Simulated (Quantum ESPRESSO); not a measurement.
# NaVF3: parallel moments in the primitive cell

Aim: the moments that NaVF3 holds when they start parallel.

Main program and level: Quantum ESPRESSO 7.5; PBEsol with U = 4 eV on V d (ortho-atomic projectors); plane waves with GBRV 1.5 PBEsol potentials, no spin-orbit coupling.

### 1. Set-up

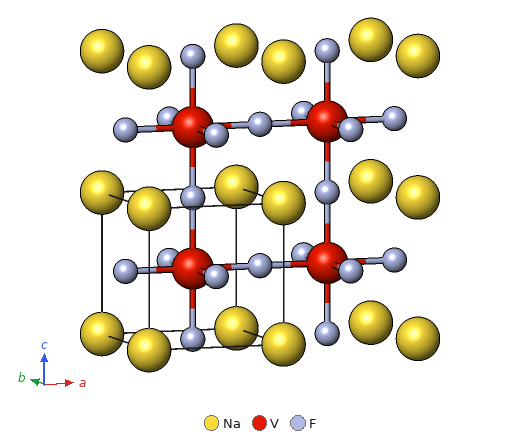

The starting structure, seen slightly off an axis (sodium yellow, vanadium red, fluorine light blue). 2×1×2 cells are drawn. Some periodic images of atoms are drawn too.

The cell comes from Materials Project 2023-11-01, a database of computed structures, and need not be the stable phase.

### 2. Run 1, typed as ferro +

The signs are those of the starting moments on the seeded atoms, the atoms that are given a moment.

Input file pw.in:

```
&CONTROL
  calculation = 'scf'
  prefix = 'pwscf'
  outdir = './tmp'
  pseudo_dir = './pseudo'
  disk_io = 'nowf'
/
&SYSTEM
  ibrav = 0
  celldm(1) = 8
  nat = 5
  ntyp = 3
  ecutwfc = 40
  ecutrho = 280
  nbnd = 32
  occupations = 'smearing'
  smearing = 'fd'
  degauss = 0.00734986
  nspin = 2
  starting_magnetization(1) = 0
  starting_magnetization(2) = 0.1538
  starting_magnetization(3) = 0
/
&ELECTRONS
  conv_thr = 1d-08
  electron_maxstep = 150
  mixing_beta = 0.3
/
ATOMIC_SPECIES
Na     22.9898 na_pbesol_v1.5.uspp.F.UPF
V      50.9415 v_pbesol_v1.4.uspp.F.UPF
F      18.9984 f_pbesol_v1.4.uspp.F.UPF
CELL_PARAMETERS alat
   0.9845088077602    0.0000000000000    0.0000000000000
   0.0000000000000    0.9845088077602    0.0000000000000
   0.0000000000000    0.0000000000000    0.9845088077602
ATOMIC_POSITIONS crystal
Na      0.0000000000    0.0000000000    0.0000000000
V       0.5000000000    0.5000000000    0.5000000000
F       0.0000000000    0.5000000000    0.5000000000
F       0.5000000000    0.0000000000    0.5000000000
F       0.5000000000    0.5000000000    0.0000000000
K_POINTS automatic
6 6 6 0 0 0
HUBBARD {ortho-atomic}
U V-3d 4.0000
```

Started as:

```
OMP_NUM_THREADS=1 mpirun -n 2 pw.x -nk 2 -in pw.in > pw.out
```

The program printed:

```text
Program PWSCF v.7.5 starts

     Message from routine setup:
     using ibrav=0 with symmetry is DISCOURAGED, use correct ibrav instead

     K-points division:     npool     =       2
     Subspace diagonalization in iterative solution of the eigenvalue problem:

     G-vector sticks info
     --------------------
     sticks:   dense  smooth     PW     G-vecs:    dense   smooth      PW
     Sum        1369     793    241                38497    16831    2897

     Using Slab Decomposition

     bravais-lattice index     =            0
     lattice parameter (alat)  =       8.0000  a.u.
     unit-cell volume          =     488.5722 (a.u.)^3
     number of atoms/cell      =            5
     number of atomic types    =            3
     number of electrons       =        43.00
     number of Kohn-Sham states=           32
     kinetic-energy cutoff     =      40.0000  Ry
     charge density cutoff     =     280.0000  Ry
     scf convergence threshold =      1.0E-08
     mixing beta               =       0.3000
     number of iterations used =            8  plain     mixing
     Exchange-correlation= SLA  PW   PSX  PSC
                           (   1   4  10   8   0   0   0)
     Hubbard projectors: ortho-atomic
     Hubbard parameters of DFT+U (Dudarev formulation) in eV:
     U(V-3d) =  4.0000

     Internal variables: lda_plus_u =T, lda_plus_u_kind = 0

     Internal variables: orbital_resolved =F, hub_pot_fix =F, apply_U = F

     celldm(1)=   8.000000  celldm(2)=   0.000000  celldm(3)=   0.000000
     celldm(4)=   0.000000  celldm(5)=   0.000000  celldm(6)=   0.000000

     crystal axes: (cart. coord. in units of alat)
               a(1) = (   0.984509   0.000000   0.000000 )
               a(2) = (   0.000000   0.984509   0.000000 )
               a(3) = (   0.000000   0.000000   0.984509 )

     reciprocal axes: (cart. coord. in units 2 pi/alat)
               b(1) = (  1.015735  0.000000  0.000000 )
               b(2) = (  0.000000  1.015735  0.000000 )
               b(3) = (  0.000000  0.000000  1.015735 )

     PseudoPot. # 1 for Na read from file:
     na_pbesol_v1.5.uspp.F.UPF
     Pseudo is Ultrasoft, Zval =  9.0
     Generated by new atomic code, or converted to UPF format
     Using radial grid of  819 points,  5 beta functions with:
                l(1) =   0
                l(2) =   0
                l(3) =   1
                l(4) =   1
                l(5) =   2
     Q(r) pseudized with  8 coefficients,  rinner =    1.250   1.250   1.250
                                                       1.250   1.250

     PseudoPot. # 2 for V  read from file:
     v_pbesol_v1.4.uspp.F.UPF
     Pseudo is Ultrasoft + core correction, Zval = 13.0
     Generated by new atomic code, or converted to UPF format
     Using radial grid of  853 points,  6 beta functions with:
                l(1) =   0
                l(2) =   0
                l(3) =   1
                l(4) =   1
                l(5) =   2
                l(6) =   2
     Q(r) pseudized with  8 coefficients,  rinner =    1.100   1.100   1.100
                                                       1.100   1.100

     PseudoPot. # 3 for F  read from file:
     f_pbesol_v1.4.uspp.F.UPF
     Pseudo is Ultrasoft, Zval =  7.0
     Generated by new atomic code, or converted to UPF format
     Using radial grid of  799 points,  4 beta functions with:
                l(1) =   0
                l(2) =   0
                l(3) =   1
                l(4) =   1
     Q(r) pseudized with  8 coefficients,  rinner =    0.950   0.950   0.950

     atomic species   valence    mass     pseudopotential
     Na                9.00    22.98980     Na( 1.00)
     V                13.00    50.94150     V ( 1.00)
     F                 7.00    18.99840     F ( 1.00)

     Starting magnetic structure
     atomic species   magnetization
     Na              0.000
     V               0.154
     F               0.000

     48 Sym. Ops., with inversion, found

   Cartesian axes

     site n.     atom                  positions (alat units)
         1        Na     tau(   1) = (   0.0000000   0.0000000   0.0000000  )
         2        V      tau(   2) = (   0.4922544   0.4922544   0.4922544  )
         3        F      tau(   3) = (   0.0000000   0.4922544   0.4922544  )
         4        F      tau(   4) = (   0.4922544   0.0000000   0.4922544  )
         5        F      tau(   5) = (   0.4922544   0.4922544   0.0000000  )

     number of k points=    20  Fermi-Dirac smearing, width (Ry)=  0.0073
                       cart. coord. in units 2pi/alat
        k(    1) = (   0.0000000   0.0000000   0.0000000), wk =   0.0046296
        k(    2) = (   0.0000000   0.0000000   0.1692892), wk =   0.0277778
        k(    3) = (   0.0000000   0.0000000   0.3385783), wk =   0.0277778
        k(    4) = (   0.0000000   0.0000000  -0.5078675), wk =   0.0138889
        k(    5) = (   0.0000000   0.1692892   0.1692892), wk =   0.0555556
        [... 15 further k-points ...]

     Dense  grid:    38497 G-vectors     FFT dimensions: (  45,  45,  45)

     Smooth grid:    16831 G-vectors     FFT dimensions: (  32,  32,  32)

     Check: negative core charge=   -0.000001
     Generating pointlists ...
     new r_m :   0.2872 (alat units)  2.2973 (a.u.) for type    1
     new r_m :   0.2031 (alat units)  1.6244 (a.u.) for type    2
     new r_m :   0.2031 (alat units)  1.6244 (a.u.) for type    3

     Initial potential from superposition of free atoms

     starting charge      42.9924, renormalised to      43.0000

     STARTING HUBBARD OCCUPATIONS:

     =================== HUBBARD OCCUPATIONS ===================
     ------------------------ ATOM    2 ------------------------
     Tr[ns(  2)] (up, down, total) =   3.00000  0.00000  3.00000
     Atomic magnetic moment for atom   2 =   3.00000
     [... lines left out ...]
     Number of occupied Hubbard levels =    3.0000

     Atomic wfc used for Hubbard projectors are orthogonalized

     Starting wfcs are   27 randomized atomic wfcs +    5 random wfcs

     Self-consistent Calculation

     iteration #  1     ecut=    40.00 Ry     beta= 0.30
     Davidson diagonalization with overlap
     ethr =  1.00E-02,  avg # of iterations =  5.2

     =================== HUBBARD OCCUPATIONS ===================
     ------------------------ ATOM    2 ------------------------
     Tr[ns(  2)] (up, down, total) =   3.23864  0.23260  3.47124
     Atomic magnetic moment for atom   2 =   3.00604
     [... lines left out ...]
     Number of occupied Hubbard levels =    3.4712

     total energy              =    -385.93493739 Ry
     estimated scf accuracy    <       0.46248036 Ry

     total magnetization       =     3.00 Bohr mag/cell
     absolute magnetization    =     3.09 Bohr mag/cell

     iteration #  2     ecut=    40.00 Ry     beta= 0.30
     Davidson diagonalization with overlap
     ethr =  1.08E-03,  avg # of iterations =  2.2

     negative rho (up, down):  0.000E+00 8.793E-04

     total energy              =    -386.01277681 Ry
     estimated scf accuracy    <       0.07321267 Ry

     total magnetization       =     3.00 Bohr mag/cell
     absolute magnetization    =     3.05 Bohr mag/cell

     iteration #  3     ecut=    40.00 Ry     beta= 0.30
     Davidson diagonalization with overlap
     ethr =  1.70E-04,  avg # of iterations =  3.1

     negative rho (up, down):  0.000E+00 3.072E-03

     total energy              =    -386.02468160 Ry
     estimated scf accuracy    <       0.02145359 Ry

     total magnetization       =     3.00 Bohr mag/cell
     absolute magnetization    =     3.05 Bohr mag/cell

     [... further iterations left out ...]

     iteration #  8     ecut=    40.00 Ry     beta= 0.30
     Davidson diagonalization with overlap
     ethr =  5.71E-09,  avg # of iterations =  2.0

     negative rho (up, down):  0.000E+00 3.661E-03

     total energy              =    -386.02666566 Ry
     estimated scf accuracy    <       0.00000066 Ry

     total magnetization       =     3.00 Bohr mag/cell
     absolute magnetization    =     3.06 Bohr mag/cell

     iteration #  9     ecut=    40.00 Ry     beta= 0.30
     Davidson diagonalization with overlap
     ethr =  1.54E-09,  avg # of iterations =  1.6

     negative rho (up, down):  0.000E+00 3.660E-03

     total energy              =    -386.02666588 Ry
     estimated scf accuracy    <       0.00000010 Ry

     total magnetization       =     3.00 Bohr mag/cell
     absolute magnetization    =     3.06 Bohr mag/cell

     iteration # 10     ecut=    40.00 Ry     beta= 0.30
     Davidson diagonalization with overlap
     ethr =  2.39E-10,  avg # of iterations =  2.0

     negative rho (up, down):  0.000E+00 3.659E-03

     total energy              =    -386.02666602 Ry
     estimated scf accuracy    <       0.00000002 Ry

     total magnetization       =     3.00 Bohr mag/cell
     absolute magnetization    =     3.06 Bohr mag/cell

     iteration # 11     ecut=    40.00 Ry     beta= 0.30
     Davidson diagonalization with overlap
     ethr =  3.75E-11,  avg # of iterations =  2.0

     negative rho (up, down):  0.000E+00 3.659E-03

     Magnetic moment per site  (integrated on atomic sphere of radius R)
     atom   1 (R=0.287)  charge=  8.0487  magn=  0.0020
     atom   2 (R=0.203)  charge= 10.1533  magn=  2.2542
     atom   3 (R=0.203)  charge=  6.6622  magn=  0.0175
     atom   4 (R=0.203)  charge=  6.6622  magn=  0.0175
     atom   5 (R=0.203)  charge=  6.6622  magn=  0.0175

     End of self-consistent calculation

     =================== HUBBARD OCCUPATIONS ===================
     ------------------------ ATOM    2 ------------------------
     Tr[ns(  2)] (up, down, total) =   3.21163  0.28424  3.49587
     Atomic magnetic moment for atom   2 =   2.92739
     [... lines left out ...]
     Number of occupied Hubbard levels =    3.4959

     [... lines left out ...]
     the Fermi energy is     6.1751 ev

!    total energy              =    -386.02666612 Ry
     estimated scf accuracy    <          3.6E-10 Ry
     smearing contrib. (-TS)   =      -0.00000665 Ry
     internal energy E=F+TS    =    -386.02665947 Ry

     The total energy is F=E-TS. E is the sum of the following terms:
     one-electron contribution =    -236.85368086 Ry
     hartree contribution      =     135.41146955 Ry
     xc contribution           =     -61.45863846 Ry
     ewald contribution        =    -223.19424801 Ry
     Hubbard energy            =       0.06843831 Ry

     total magnetization       =     3.00 Bohr mag/cell
     absolute magnetization    =     3.06 Bohr mag/cell

     convergence has been achieved in  11 iterations

=------------------------------------------------------------------------------=
   JOB DONE.
=------------------------------------------------------------------------------=
```

The job ended after 20 s (2 MPI ranks of Arm Neoverse V1, shared host; peak memory 0.36 GiB).

Spin moment in the atom's sphere by atom:

```tsv
atom	spin moment in the atom's sphere (μB)
Na1	0.00
V2	2.25
F3	0.02
F4	0.02
F5	0.02
```

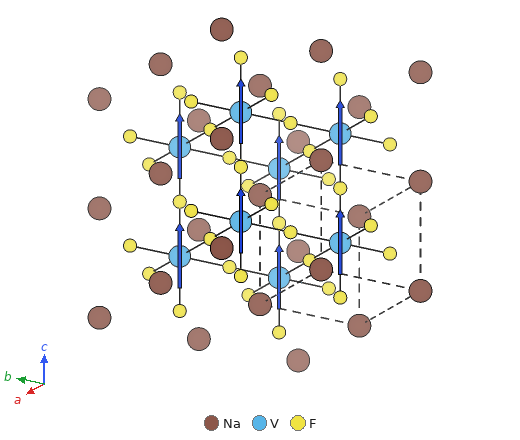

Spin moment in the atom's sphere as arrows, the longest 2.25 μB. Up and down stand for the sign. Arrows give size and sign along the axis of quantisation, drawn up and down the page. 2×2×2 cells are drawn. Some periodic images of atoms are drawn too.

Numbers from this step:

| Quantity | Value |
| --- | --- |
| smearing term TS | 9.04e-5 eV |
| magnetization | 3 μB |
| absolute magnetization | 3.057 μB |
| final state | ferromagnetic |

### 3. Run 2 (no spin polarisation)

pw.in, as its differences from that of step 2:

```diff
@@ -14,3 +14,3 @@
   ecutrho = 280
-  nbnd = 32
+  nbnd = 31
   occupations = 'smearing'
@@ -18,6 +18,2 @@
   degauss = 0.00734986
-  nspin = 2
-  starting_magnetization(1) = 0
-  starting_magnetization(2) = 0.1538
-  starting_magnetization(3) = 0
 /
```

The program printed:

```text
[banner, memory and clock lines left out]
Program PWSCF v.7.5 starts

     Message from routine setup:
     using ibrav=0 with symmetry is DISCOURAGED, use correct ibrav instead

     bravais-lattice index     =            0
     lattice parameter (alat)  =       8.0000  a.u.
     unit-cell volume          =     488.5722 (a.u.)^3
     number of atoms/cell      =            5
     number of atomic types    =            3
     number of electrons       =        43.00
     number of Kohn-Sham states=           31
     kinetic-energy cutoff     =      40.0000  Ry
     charge density cutoff     =     280.0000  Ry
     scf convergence threshold =      1.0E-08
     mixing beta               =       0.3000
     number of iterations used =            8  plain     mixing
     Exchange-correlation= SLA  PW   PSX  PSC
                           (   1   4  10   8   0   0   0)
     Hubbard projectors: ortho-atomic
     Hubbard parameters of DFT+U (Dudarev formulation) in eV:
     U(V-3d) =  4.0000

     Internal variables: lda_plus_u =T, lda_plus_u_kind = 0

     Internal variables: orbital_resolved =F, hub_pot_fix =F, apply_U = F

     celldm(1)=   8.000000  celldm(2)=   0.000000  celldm(3)=   0.000000
     celldm(4)=   0.000000  celldm(5)=   0.000000  celldm(6)=   0.000000

     crystal axes: (cart. coord. in units of alat)
               a(1) = (   0.984509   0.000000   0.000000 )
               a(2) = (   0.000000   0.984509   0.000000 )
               a(3) = (   0.000000   0.000000   0.984509 )

     reciprocal axes: (cart. coord. in units 2 pi/alat)
               b(1) = (  1.015735  0.000000  0.000000 )
               b(2) = (  0.000000  1.015735  0.000000 )
               b(3) = (  0.000000  0.000000  1.015735 )

     PseudoPot. # 1 for Na read from file:
     na_pbesol_v1.5.uspp.F.UPF
     Pseudo is Ultrasoft, Zval =  9.0

     PseudoPot. # 2 for V  read from file:
     v_pbesol_v1.4.uspp.F.UPF
     Pseudo is Ultrasoft + core correction, Zval = 13.0

     PseudoPot. # 3 for F  read from file:
     f_pbesol_v1.4.uspp.F.UPF
     Pseudo is Ultrasoft, Zval =  7.0

     atomic species   valence    mass     pseudopotential
     Na                9.00    22.98980     Na( 1.00)
     V                13.00    50.94150     V ( 1.00)
     F                 7.00    18.99840     F ( 1.00)

     48 Sym. Ops., with inversion, found

   Cartesian axes

     site n.     atom                  positions (alat units)
         1        Na     tau(   1) = (   0.0000000   0.0000000   0.0000000  )
         2        V      tau(   2) = (   0.4922544   0.4922544   0.4922544  )
         3        F      tau(   3) = (   0.0000000   0.4922544   0.4922544  )
         4        F      tau(   4) = (   0.4922544   0.0000000   0.4922544  )
         5        F      tau(   5) = (   0.4922544   0.4922544   0.0000000  )

     number of k points=    20  Fermi-Dirac smearing, width (Ry)=  0.0073
                       cart. coord. in units 2pi/alat
        k(    1) = (   0.0000000   0.0000000   0.0000000), wk =   0.0092593
        k(    2) = (   0.0000000   0.0000000   0.1692892), wk =   0.0555556
        k(    3) = (   0.0000000   0.0000000   0.3385783), wk =   0.0555556
        k(    4) = (   0.0000000   0.0000000  -0.5078675), wk =   0.0277778
        k(    5) = (   0.0000000   0.1692892   0.1692892), wk =   0.1111111
        [... 15 further k-points ...]

     Dense  grid:    38497 G-vectors     FFT dimensions: (  45,  45,  45)

     Smooth grid:    16831 G-vectors     FFT dimensions: (  32,  32,  32)

     Check: negative core charge=   -0.000001

     Initial potential from superposition of free atoms

     starting charge      42.9924, renormalised to      43.0000

     STARTING HUBBARD OCCUPATIONS:

     =================== HUBBARD OCCUPATIONS ===================
     ------------------------ ATOM    2 ------------------------
     Tr[ns(  2)] =   3.00000
     [... lines left out ...]
     Number of occupied Hubbard levels =    3.0000

     Atomic wfc used for Hubbard projectors are orthogonalized

     Starting wfcs are   27 randomized atomic wfcs +    4 random wfcs

     Self-consistent Calculation

     iteration #  1     ecut=    40.00 Ry     beta= 0.30
     Davidson diagonalization with overlap
     ethr =  1.00E-02,  avg # of iterations =  4.7

     =================== HUBBARD OCCUPATIONS ===================
     ------------------------ ATOM    2 ------------------------
     Tr[ns(  2)] =   3.37264
     [... lines left out ...]
     Number of occupied Hubbard levels =    3.3726

     Threshold (ethr) on eigenvalues was too large:
     Diagonalizing with lowered threshold

     Davidson diagonalization with overlap
     ethr =  9.36E-04,  avg # of iterations =  1.0

     total energy              =    -385.68059024 Ry
     estimated scf accuracy    <       0.40403094 Ry

     iteration #  2     ecut=    40.00 Ry     beta= 0.30
     Davidson diagonalization with overlap
     ethr =  9.40E-04,  avg # of iterations =  2.2

     total energy              =    -385.72785826 Ry
     estimated scf accuracy    <       0.06571107 Ry

     [... further iterations left out ...]

     iteration # 10     ecut=    40.00 Ry     beta= 0.30
     Davidson diagonalization with overlap
     ethr =  1.44E-09,  avg # of iterations =  1.0

     total energy              =    -385.73008985 Ry
     estimated scf accuracy    <       0.00000029 Ry

     iteration # 11     ecut=    40.00 Ry     beta= 0.30
     Davidson diagonalization with overlap
     ethr =  6.79E-10,  avg # of iterations =  2.0

     End of self-consistent calculation

     =================== HUBBARD OCCUPATIONS ===================
     ------------------------ ATOM    2 ------------------------
     Tr[ns(  2)] =   3.57669
     [... lines left out ...]
     Number of occupied Hubbard levels =    3.5767
     [... lines left out ...]
     the Fermi energy is     7.2499 ev

!    total energy              =    -385.73008995 Ry
     estimated scf accuracy    <          1.9E-09 Ry
     smearing contrib. (-TS)   =      -0.01758300 Ry
     internal energy E=F+TS    =    -385.71250695 Ry

     The total energy is F=E-TS. E is the sum of the following terms:
     one-electron contribution =    -236.30672605 Ry
     hartree contribution      =     134.66890056 Ry
     xc contribution           =     -61.15408612 Ry
     ewald contribution        =    -223.19424801 Ry
     Hubbard energy            =       0.27365267 Ry

     convergence has been achieved in  11 iterations
```

Elapsed: 12 s, on 2 MPI ranks; peak memory 0.32 GiB.

This step gave:

```
smearing term TS : 0.2392 eV
final state      : non-magnetic (no spin polarisation)
```

### 4. The states side by side

An order is kept where moments of 0.15 μB or more survive with the typed signs; meshes match where a doubled cell samples the same k points as the first cell.

Orders:

```tsv
start	final state	typed order kept	energy over the lowest (meV a seeded atom)	largest site moment (μB)	net moment (μB a cell of the first run)	mesh matched	CPU time (s)
ferro +	ferromagnetic	yes	0	2.254	3	yes	40.62
no spin polarisation	non-magnetic	-	4035	0	0	yes	23.16
```

### 5. Occupations of the corrected shells in the lowest state

Occupations of the Hubbard shells:

```tsv
block	type	shell	spin	electrons	occupation numbers
2	V	3d	up	3.212	0.109 0.109 0.998 0.998 0.998
2	V	3d	down	0.2842	0.034 0.034 0.034 0.091 0.091
```

### 6. What came out

```
state found                              : ferromagnetic (from ferro +)
largest site moment                      : 2.25 μB
state without moments (under the same U) : 4035 meV a seeded atom higher
```

Under a U the spinless run pays the Hubbard penalty of a partly filled shell, so its energy overstates what forming the moments gains. No opposed start was run, so this says nothing of the order that the crystal takes. Energies are free energies at an electronic temperature of 1160 K, which lowers moments and differences where the moments are itinerant. In another run degenerate orbitals of a corrected shell are partly filled, so under the U its energy may be too high.

[Logs and program files are shortened in this print: banners, set-up blocks, solver, clock and traceback lines can be left out without a mark of their own.]

[Logs are printed without paths, hosts, clocks, repeated set-up lines and the standing remarks that a program may print on its own settings, such as how far it seeks lower states.]

[Hosts, paths, dates, database ids (printed as entryN), source tags and the programs' standing remarks are cut or masked in the printed files.]

[Where a cell is said to come from a database of computed structures, the database is the Materials Project.]
